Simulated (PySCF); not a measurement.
SMILES O=C(C)[O][GaH][O]C(=O)C, GFN2-xTB optimised geometry. Atoms within 1.6 Å of the plane z = 0.0 Å (x, y, z in Å): Ga1 (-0.54, -0.34, 0.00), H2 (-1.43, -1.56, 0.00), C4 (1.43, -0.30, 1.27), O6 (1.42, -0.34, 0.00), H7 (3.49, 0.25, 1.37), O10 (-1.13, 1.53, 0.00), C11 (-1.09, 1.56, -1.27), H16 (-2.27, 3.30, -1.54).

Level of theory: PBE0/def2-TZVP (PySCF). Cells within 0.4 Å of a nucleus heavier than hydrogen are left out (blank, or x).

Map of the log10 of the electron density (e/bohr³), floored at −4 on the plane z = 0.0 Å:

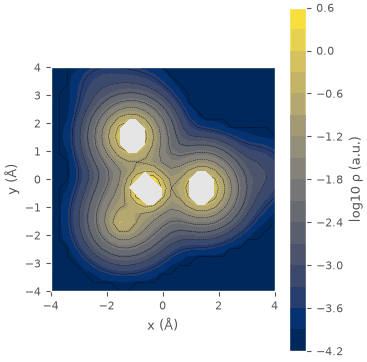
Fig. 1. Log10 of the electron density (e/bohr³), floored at −4 on the plane z = 0.0 Å.
